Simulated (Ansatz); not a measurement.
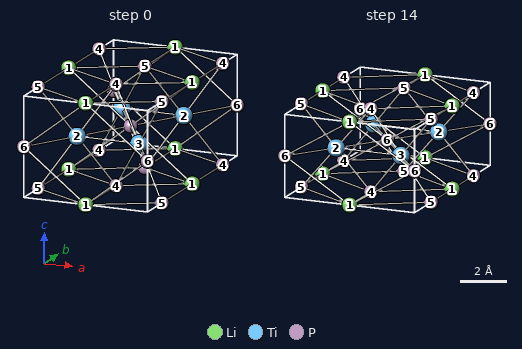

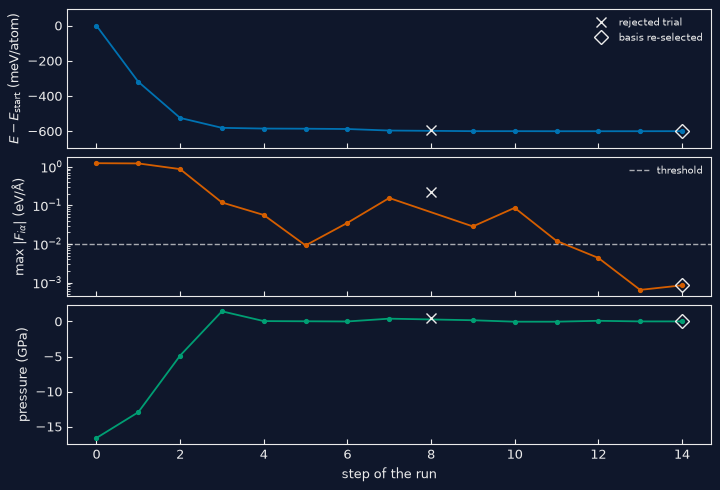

First and last geometry of a relaxation of a crystal of LiTi₂P₃ (built on the CeAl2Cu3-65 type type), with the history of the run. The picture is a ball-and-stick view of the conventional cell (2 times the calculation's cell), seen slightly off an axis. Lengths and directions refer to the drawn axes.

The calculation used Ansatz, DFT, PBEsol, plane waves, PAW.

Input file:
```yaml
crystal:
  lattice:
    - [2.93677153, -4.91137677, 0.0]
    - [2.93677153, 4.91137677, 0.0]
    - [0.0, 0.0, 4.59202678]
  atoms:
    - { symbol: Li, position: [0.5, 0.5, 0.0] }
    - { symbol: Ti, position: [0.0, 0.5, 0.5] }
    - { symbol: Ti, position: [0.5, 0.0, 0.5] }
    - { symbol: P, position: [0.16106691, 0.83893309, 0.0] }
    - { symbol: P, position: [0.83893309, 0.16106691, 0.0] }
    - { symbol: P, position: [0.0, 0.0, 0.5] }
kpoints:
  mp_grid: { grid: [4, 4, 4] }
hamiltonian:
  xc: pbesol
scf:
  occupations: { method: fermi_dirac, width: 0.03 }
relax:
  f_tol: 0.01
  cell: {}
  max_steps: 120
```

Command:
```bash
ansatz run input.yaml --threads 2 --pin off --max-ram 18432MiB --backend cpu --events-out ev --progress --plain --runs-dir out
```

Read the history and describe the run.

It converged. Over 12 accepted moves (14 points after the start) the energy falls by 600 meV per atom. The largest force component goes from 1.2 to 0.00085 eV/Å. Pressure: −16.61 GPa at the start and 0.01 GPa at the end. The line search rejected the trial step at point 8 of the run. At 1 point the geometry stayed and the basis and grid were re-selected for the new cell (energy shift of 0.4 meV per atom at most each time). The largest moves relative to the cell, 0.49 Å, are those of P4 and P5. P4 goes along −b. Ti and Li stay in place. The volume changes by −27.6 %, with a 5.874 → 6.159 Å (+4.9 %), b 9.823 → 8.282 Å (−15.7 %), c 4.592 → 3.761 Å (−18.1 %). Near-neighbour distances that change, for instance: Li1–P4 3.329 → 2.317 Å, Ti2–P4 2.862 → 2.443 Å, Ti2–P6 2.861 → 2.580 Å, Li1–P4 (another image) 3.336 → 3.579 Å. Among the angles between lasting bonds that change: Ti2–P4–Ti3 144.5° → 168.4°, Ti2–P4–Ti3 61.7° → 78.1°, Ti2–P6–Ti3 61.8° → 73.3°. The space group stays Cmmm (No. 65). Cost: 25 s on 2 threads of AMD EPYC 7R13 Processor (Zen 3), with other jobs on the host, peak memory 0.6 GiB.

```json
{"step": "0", "E − E(0), meV/atom": "0.00", "largest force component, eV/Å": "1.2352", "pressure, GPa": "-16.61", "volume, Å³/atom": "22.078", "note": ""}
{"step": "1", "E − E(0), meV/atom": "-318.95", "largest force component, eV/Å": "1.2182", "pressure, GPa": "-12.94", "volume, Å³/atom": "19.236", "note": ""}
{"step": "2", "E − E(0), meV/atom": "-524.30", "largest force component, eV/Å": "0.8684", "pressure, GPa": "-4.87", "volume, Å³/atom": "16.789", "note": ""}
{"step": "3", "E − E(0), meV/atom": "-580.67", "largest force component, eV/Å": "0.1187", "pressure, GPa": "1.44", "volume, Å³/atom": "15.632", "note": ""}
{"step": "4", "E − E(0), meV/atom": "-584.76", "largest force component, eV/Å": "0.0563", "pressure, GPa": "0.05", "volume, Å³/atom": "15.903", "note": ""}
{"step": "5", "E − E(0), meV/atom": "-585.59", "largest force component, eV/Å": "0.0092", "pressure, GPa": "0.02", "volume, Å³/atom": "15.955", "note": ""}
{"step": "6", "E − E(0), meV/atom": "-587.35", "largest force component, eV/Å": "0.0352", "pressure, GPa": "0.00", "volume, Å³/atom": "15.997", "note": ""}
{"step": "7", "E − E(0), meV/atom": "-595.96", "largest force component, eV/Å": "0.1550", "pressure, GPa": "0.39", "volume, Å³/atom": "16.048", "note": ""}
{"step": "8", "E − E(0), meV/atom": "-594.92", "largest force component, eV/Å": "0.2177", "pressure, GPa": "0.54", "volume, Å³/atom": "16.045", "note": "rejected"}
{"step": "9", "E − E(0), meV/atom": "-599.51", "largest force component, eV/Å": "0.0285", "pressure, GPa": "0.17", "volume, Å³/atom": "16.002", "note": ""}
{"step": "10", "E − E(0), meV/atom": "-599.54", "largest force component, eV/Å": "0.0862", "pressure, GPa": "-0.04", "volume, Å³/atom": "15.982", "note": ""}
{"step": "11", "E − E(0), meV/atom": "-599.85", "largest force component, eV/Å": "0.0120", "pressure, GPa": "-0.04", "volume, Å³/atom": "15.996", "note": ""}
{"step": "12", "E − E(0), meV/atom": "-599.86", "largest force component, eV/Å": "0.0044", "pressure, GPa": "0.09", "volume, Å³/atom": "15.971", "note": ""}
{"step": "13", "E − E(0), meV/atom": "-599.86", "largest force component, eV/Å": "0.0006", "pressure, GPa": "0.00", "volume, Å³/atom": "15.987", "note": ""}
{"step": "14", "E − E(0), meV/atom": "-599.51", "largest force component, eV/Å": "0.0008", "pressure, GPa": "0.01", "volume, Å³/atom": "15.987", "note": "same geometry, new basis"}
```
